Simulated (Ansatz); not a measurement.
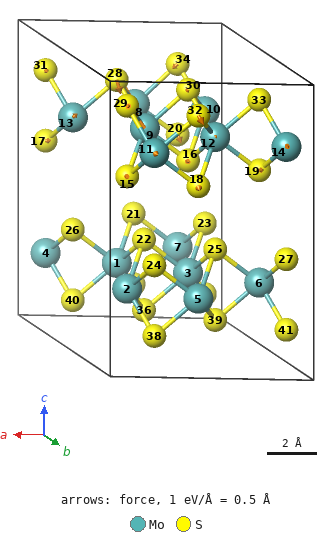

Starting geometry of a defect cell of composition Mo$_{14}$S$_{27}$ with the computed forces as orange arrows. Style: ball-and-stick. Shown: the cell of the calculation, from a free direction.

Case: S vacancy (site f), charge +0, atoms relaxed at the host's cell.

The calculation used DFT r2SCAN, scalar-relativistic, plane waves, PAW in Ansatz 0.2.0. (plane-wave cutoff 500 eV; k-point mesh 2 × 2 × 2; occupations gaussian; smearing width 0.01 eV; no spin polarisation; atoms relaxed in a fixed cell; force threshold 0.025 eV/Å; at most 45 steps)

What follows when this structure is relaxed?

It isn't relaxed: the largest force vector, on a Mo atom, is 2.76 eV/Å. The final displacements follow the starting forces only in part (cosine between the two patterns 0.76). The largest move is that of a Mo atom, 0.13 Å along [2 −1 3]. By element the largest moves are Mo 0.13 Å, S 0.08 Å. The cell stays as it was. Among the contacts that change: Mo–S 2.536 → 2.390 Å, Mo–S 2.316 → 2.401 Å, Mo–S 2.448 → 2.372 Å, Mo–S 2.449 → 2.393 Å. Bond angles that change, for instance: S–Mo–S 79.7° → 83.7°, S–Mo–S 84.5° → 81.2°, S–Mo–S 77.6° → 80.8°. The energy falls by 0.386 eV per cell of the calculation in 3 geometry steps. The largest force component goes from 2.3 to 0.0076 eV/Å. The run took 3.7 min on 8 threads of AMD EPYC (Zen 3) (shared host), peak memory 8.6 GiB.

Limits of the set-up: the periodic images lie only 8.4 Å apart, so the values are limited by the cell's size.
